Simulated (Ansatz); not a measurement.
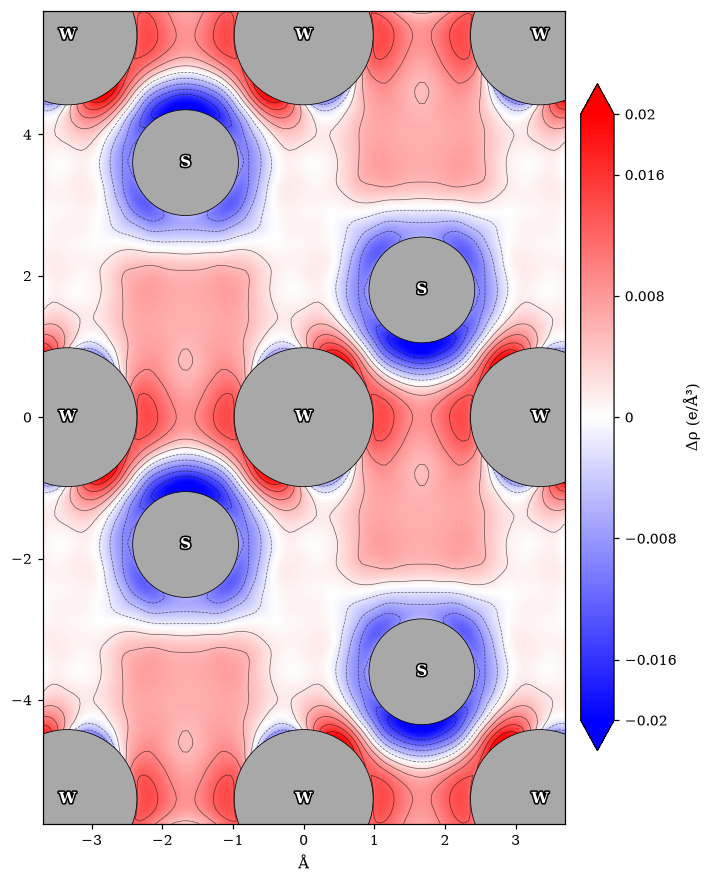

WS. Difference of the valence pseudo-densities of two functionals at the same geometry, on the (110) plane of the calculation cell: one of PBEsol and r2SCAN less the other.

Space group P6₃/mmc; started from the nickel arsenide prototype, which need not be the ambient phase.

Both computed with Ansatz (plane waves, PAW), on the same k-point mesh. Grey discs cover the atomic cores.

```
W S
1.0
     3.11878    0.00000    0.00000
    -1.55939    2.70095    0.00000
     0.00000    0.00000    6.68513
W S
2 2
Direct
  0.00000 0.00000 0.00000
  0.00000 0.00000 0.50000
  0.33333 0.66667 0.25000
  0.66667 0.33333 0.75000
```

Q: Which was subtracted from which, and what does the map show?

A: It is PBEsol less r2SCAN. Against r2SCAN, PBEsol gives more density around W (+0.006 e/Å³ on average at 1.1 Å from the nucleus), less density around S (−0.012 e/Å³ on average at 0.9 Å from the nucleus) and more density in the space between the atoms (+0.003 e/Å³ on average).
